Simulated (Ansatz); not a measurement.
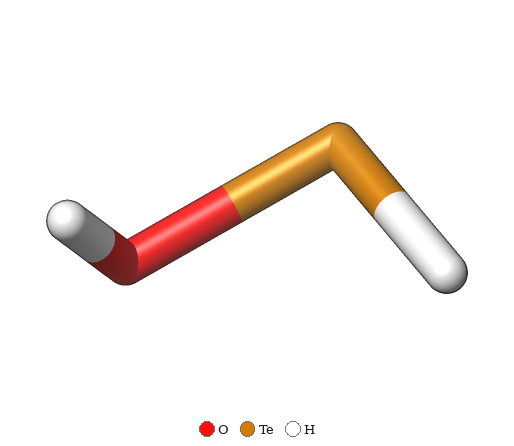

Stick drawing of a structure. Every bond is drawn as one stick, whatever its order.

The computed structure is the end point of a PBE0-D4/def2-TZVP optimisation. No frequency run is at hand to confirm it as a minimum.

What does the picture show?

Formula H2OTe. The point group is C1. Coordination: 1 O bent; 1 Te bent.

The parts below concern this one geometry. Atoms keep their numbers from picture to picture.

## Geometry

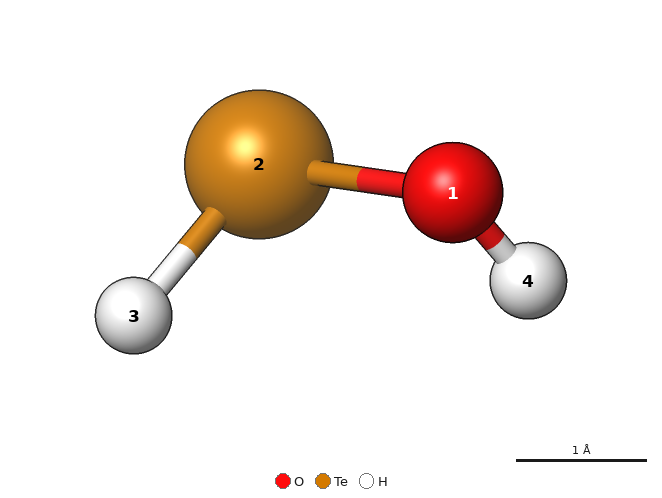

No frequency run is at hand to confirm it as a minimum.

Which atoms are bonded, and how long are the bonds?

| bond | length (Å) |
| --- | --- |
| O1–Te2 | 1.963 |
| O1–H4 | 0.962 |
| Te2–H3 | 1.667 |

## Dipole moment

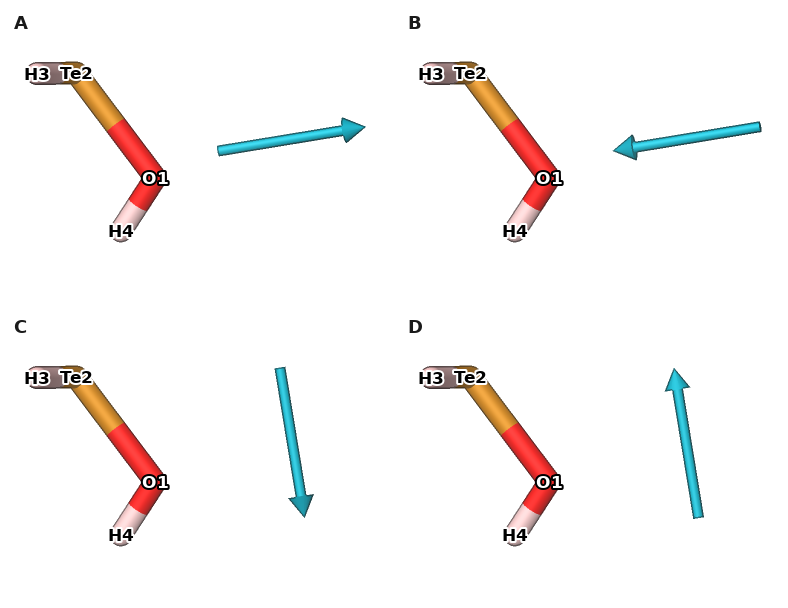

The same molecule four times, each with an arrow. No frequency run is at hand to confirm it as a minimum. Level of theory: RKS PBE0-D4/def2-TZVP, core potentials on Te (Ansatz 0.2.0).

**Which arrow points along the dipole moment, from the negative to the positive end?**

B. The dipole moment is 1.60 D; it points from the side of O1 to the side of H3 (the outermost atoms at the two ends).

## Electronic properties

No frequency run is at hand to confirm it as a minimum. Level of theory: RKS PBE0-D4/def2-TZVPP, core potentials on Te (Ansatz 0.2.0).

**Give the HOMO energy (Kohn–Sham orbital) at this level.**

−6.41 eV.

**What is the HOMO–LUMO gap?**

4.64 eV.

## Charges

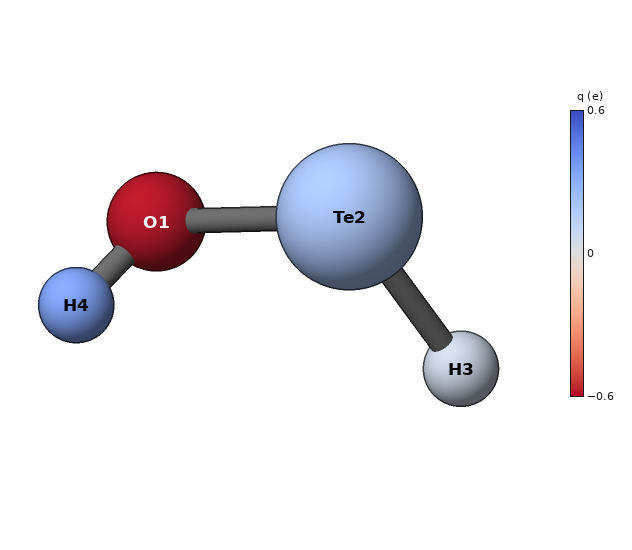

Atoms are coloured by their Mulliken charges. No frequency run is at hand to confirm it as a minimum. Properties computed with RKS PBE0-D4/def2-TZVP, core potentials on Te (Ansatz 0.2.0).

**Which atom carries the highest charge (most positive or least negative)?**

H4 (0.33 e).

**And the lowest?**

O1 (−0.57 e).

Give the Mulliken charges atom by atom.

```json
{"atom": "O1", "value (e)": "−0.57"}
{"atom": "Te2", "value (e)": "0.19"}
{"atom": "H3", "value (e)": "0.05"}
{"atom": "H4", "value (e)": "0.33"}
```

Mulliken values depend strongly on the basis set and can even reverse the polarity of a bond.
